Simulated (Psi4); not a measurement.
**C3H6F2 (1,3-difluoropropane) at M06-2X/cc-pVDZ**

Aim: the energy change on altering one bond length of C3H6F2 (1,3-difluoropropane) at M06-2X/cc-pVDZ, from 2 runs. 

Program for the calculation: Psi4 1.11.

3 further runs of the same task are left out: 2 that didn't finish, 1 set aside as unsound or not needed.

### Step 1. The structure to begin with

C3H6F2 has 11 atoms, charge 0, and is taken as a singlet. SMILES: `FCCCF`. The coordinates come from a PBE0-D4/def2-TZVP relaxation. This is one conformer, not always the lowest.

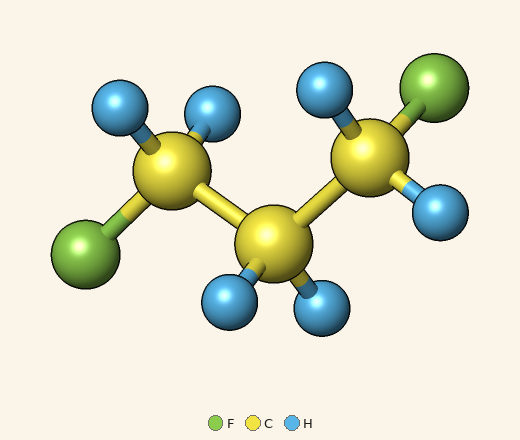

Viewed from a chosen angle; fluorine green, carbon yellow, hydrogen blue.

### Step 2. The energy at M06-2X/cc-pVDZ

calc.inp

```
memory 1600 mb

molecule {
  0 1
  F     -1.964400     1.432700    -0.107100
  C     -0.715300     1.000700     0.300600
  C     -0.375000    -0.298800    -0.387800
  C      0.967500    -0.838200     0.034700
  F      1.975600     0.040200    -0.331200
  H     -0.744500     0.875300     1.388600
  H      0.008000     1.781800     0.054100
  H     -0.388200    -0.154300    -1.471600
  H     -1.138100    -1.046200    -0.147100
  H      1.026200    -0.968100     1.120800
  H      1.173400    -1.798000    -0.445900
  units angstrom
  symmetry c1
  no_reorient
  no_com
}

set {
  basis                cc-pVDZ
  puream               true
  e_convergence        1e-09
  d_convergence        1e-08
  scf_type             pk
  dft_radial_points    99
  dft_spherical_points 590
}

energy_value, wavefunction = energy("m06-2x", return_wfn=True)
oeprop(wavefunction, "MAYER_INDICES", "DIPOLE", "WIBERG_LOWDIN_INDICES", title="M06-2X")
print_variables()
```

On the command line:

```bash
$ psi4 calc.inp calc.out -n 1
```

calc.out:

```text
[...]
  Running in c1 symmetry.
[...]
  Nuclear repulsion =  184.503528916065221
[...]
  Multiplicity = 1
[...]
  Nalpha       = 21
  Nbeta        = 21
[...]
    Number of basis functions: 100
[...]
   @RKS iter   1:  -317.36638191612366   -3.96085e-01   4.90658e-03 DIIS/ADIIS
[...]
   @RKS iter  11:  -317.49058255853367   -6.87805e-12   4.89076e-09 DIIS
[...]
    Orbital Energies [Eh]
    ---------------------
    Doubly Occupied:
       1A    -25.235435     2A    -25.228565     3A    -10.627807
       4A    -10.619667     5A    -10.558109     6A     -1.332812
       7A     -1.326395     8A     -0.902580     9A     -0.785661
      10A     -0.699829    11A     -0.596902    12A     -0.591590
      13A     -0.571289    14A     -0.561817    15A     -0.532724
      16A     -0.511612    17A     -0.469841    18A     -0.435996
      19A     -0.412130    20A     -0.400332    21A     -0.391538
[...]
  @RKS Final Energy:  -317.49058255853367
   => Energetics <=
    Nuclear Repulsion Energy =            184.5035289160652212
    One-Electron Energy =                -802.7610213642781218
    Two-Electron Energy =                 319.7119049644807660
    DFT Exchange-Correlation Energy =     -18.9449950748015219
    Empirical Dispersion Energy =           0.0000000000000000
    VV10 Nonlocal Energy =                  0.0000000000000000
    Total Energy =                       -317.4905825585336743
[...]
 Multipole Moments:
 ------------------------------------------------------------------------------------
     Multipole            Electronic (a.u.)      Nuclear  (a.u.)        Total (a.u.)
 ------------------------------------------------------------------------------------
 L = 1.  Multiply by 2.5417464519 to convert [e a0] to [Debye]
 Dipole X            :          1.4112383           -1.3212965            0.0899418
 Dipole Y            :        -21.7023690           21.0303841           -0.6719849
 Dipole Z            :          7.4138180           -7.1068820            0.3069360
 Magnitude           :                                                    0.7442197
[...]
```

Run time: 94 s. Hardware: 1 thread of Intel Xeon Platinum 8259CL at 2.50GHz (Skylake/Cascade Lake), shared host; peak memory 0.86 GiB.

### Step 3. The distorted shape: energy and gradient at M06-2X/cc-pVDZ

job.json

```json
{
  "schema_name": "qcschema_input",
  "schema_version": 1,
  "molecule": {
    "schema_name": "qcschema_molecule",
    "schema_version": 2,
    "symbols": ["F", "C", "C", "C", "F", "H", "H", "H", "H", "H", "H"],
    "geometry": [-3.80865986, 3.07584296, -0.00721497, -1.44820295, 2.25948128, 0.76322637, -0.7086473, -0.56465017, -0.73283579, 1.82831003, -1.58396844, 0.0655735, 3.73334293, 0.07596699, -0.62587729, -1.50338296, 2.02250962, 2.81924839, -0.08136405, 3.73554635, 0.29740888, -0.73359168, -0.29158474, -2.78092096, -2.1506973, -1.97703147, -0.27797871, 1.93923695, -1.82944386, 2.11800504, 2.21740463, -3.39772757, -0.84262888],
    "molecular_charge": 0,
    "molecular_multiplicity": 1,
    "fix_symmetry": "c1"
  },
  "driver": "gradient",
  "model": {
    "method": "m06-2x",
    "basis": "cc-pVDZ"
  },
  "keywords": {
    "puream": true,
    "e_convergence": 1e-09,
    "d_convergence": 1e-08,
    "scf_type": "pk",
    "dft_radial_points": 99,
    "dft_spherical_points": 590,
    "scf_properties": ["DIPOLE", "MAYER_INDICES", "WIBERG_LOWDIN_INDICES"]
  }
}
```

On the command line:

```bash
$ psi4 --qcschema job.json -n 1 --memory 1600MB
```

stdout, shortened:

```text
[...]
  Running in c1 symmetry.
[...]
  Nuclear repulsion =  178.981983741679386
[...]
  Multiplicity = 1
[...]
  Nalpha       = 21
  Nbeta        = 21
[...]
    Number of basis functions: 100
[...]
   @RKS iter   1:  -317.36452155437303   -6.60995e-01   4.56530e-03 ADIIS/DIIS
[...]
   @RKS iter  11:  -317.47178332598219   -6.53699e-12   8.50831e-09 DIIS
[...]
    Orbital Energies [Eh]
    ---------------------
    Doubly Occupied:
       1A    -25.232745     2A    -25.232225     3A    -10.634774
       4A    -10.626270     5A    -10.570469     6A     -1.329589
       7A     -1.327838     8A     -0.876649     9A     -0.777292
      10A     -0.702495    11A     -0.586208    12A     -0.582992
      13A     -0.564113    14A     -0.561868    15A     -0.532206
      16A     -0.513725    17A     -0.467386    18A     -0.430620
      19A     -0.411553    20A     -0.408067    21A     -0.369637
[...]
  @RKS Final Energy:  -317.47178332598219
   => Energetics <=
    Nuclear Repulsion Energy =            178.9819837416793860
    One-Electron Energy =                -791.8222538822535626
    Two-Electron Energy =                 314.2754195444549055
    DFT Exchange-Correlation Energy =     -18.9069327298629375
    Empirical Dispersion Energy =           0.0000000000000000
    VV10 Nonlocal Energy =                  0.0000000000000000
    Total Energy =                       -317.4717833259821873
[...]
 Multipole Moments:
[...]
  -Total Gradient:
     Atom            X                  Y                   Z
    ------   -----------------  -----------------  -----------------
       1       -0.006622044450     0.006519130741     0.000445991656
       2       -0.003549275704     0.048601466704     0.030911249450
       3        0.010964557988    -0.051303594875    -0.030172819374
       4       -0.001150690335    -0.009021137910    -0.000861376732
       5        0.000907755002    -0.001201306479     0.000187140219
       6       -0.001253359063     0.006353446673    -0.002352851736
       7       -0.005810986150     0.001870959072     0.004680755288
       8        0.001037550202    -0.005966017409     0.002750973487
       9        0.005358629115    -0.001800393589    -0.003585006719
      10        0.000174803377     0.001214304054    -0.004498998085
      11       -0.000066277327     0.004817824841     0.002397879929
[...]
```

Run time: 1.9 min. Hardware: 1 thread of Intel Xeon Platinum 8259CL at 2.50GHz (Skylake/Cascade Lake), shared host; peak memory 0.85 GiB.

### Step 4. What came out

Level: M06-2X/cc-pVDZ.

```
                                                         quantity          value
                                        first shape: total energy  -317.49058 Eh
                                       first shape: dipole moment         1.89 D
                                         first shape: HOMO energy      -10.65 eV
                                         first shape: LUMO energy        2.62 eV
                                       first shape: HOMO–LUMO gap       13.28 eV
                                    distorted shape: total energy  -317.47178 Eh
                                   distorted shape: dipole moment         1.83 D
                                     distorted shape: HOMO energy      -10.06 eV
                                     distorted shape: LUMO energy        2.63 eV
                                   distorted shape: HOMO–LUMO gap       12.69 eV
                        distorted shape: largest force on an atom     3.112 eV/Å
energy change with the C2–C3 bond stretched from 1.509 to 1.736 Å       0.512 eV
```

In words: With the C2–C3 bond stretched from 1.509 to 1.736 Å the energy rises by 0.51 eV (49.4 kJ/mol). The first shape isn't relaxed at this level, so the change isn't measured from a minimum.
